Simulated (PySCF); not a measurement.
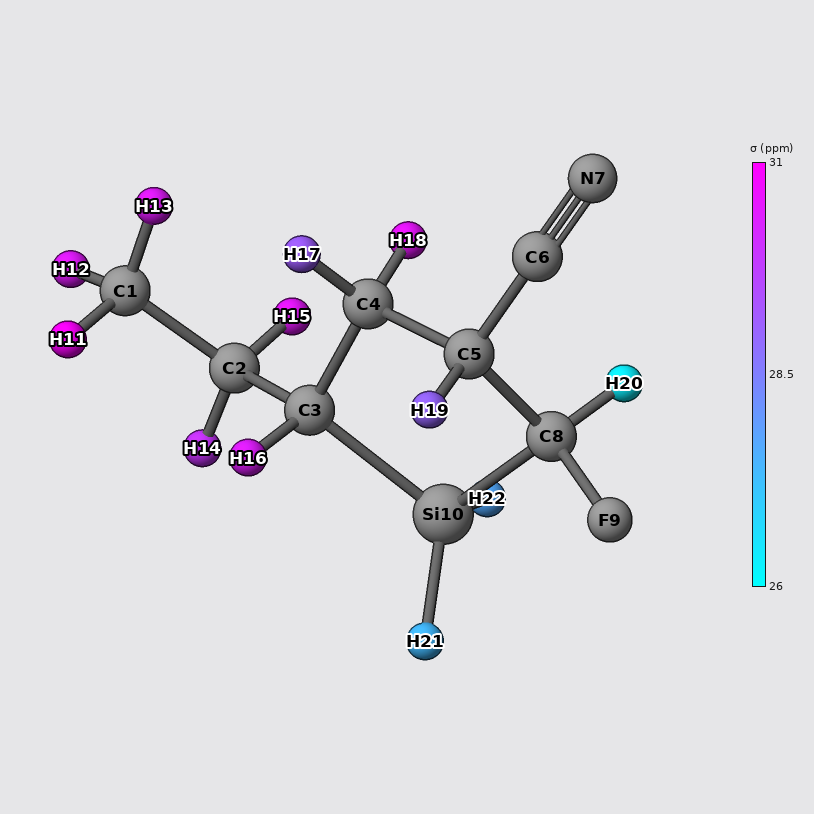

Atoms are coloured by their isotropic NMR shieldings (H only, the others grey). The computed structure is the end point of a GFN2-xTB optimisation. No frequency run is at hand to confirm it as a minimum. Level of theory: GIAO PBE0/pcSseg-1 NMR shielding, non-relativistic, gas phase (PySCF 2.14.0).

Which H atom is the most shielded (lowest chemical shift)?

H11 (30.98 ppm).

Which H atom is the least shielded (highest chemical shift)?

H20 (26.28 ppm).

How wide is the range of H shifts?

4.70 ppm.

List the isotropic NMR shieldings of the H atoms.

```
atom  σ (ppm)
 H11    30.98
 H12    30.45
 H13    30.45
 H14    29.95
 H15    30.54
 H16    30.40
 H17    29.14
 H18    30.58
 H19    28.98
 H20    26.28
 H21    27.34
 H22    27.65
```

The geometry is semi-empirical. Around Si such bond lengths and angles can be off by a tenth of an ångström or more and by several degrees, and values that hang on the shape move with them.
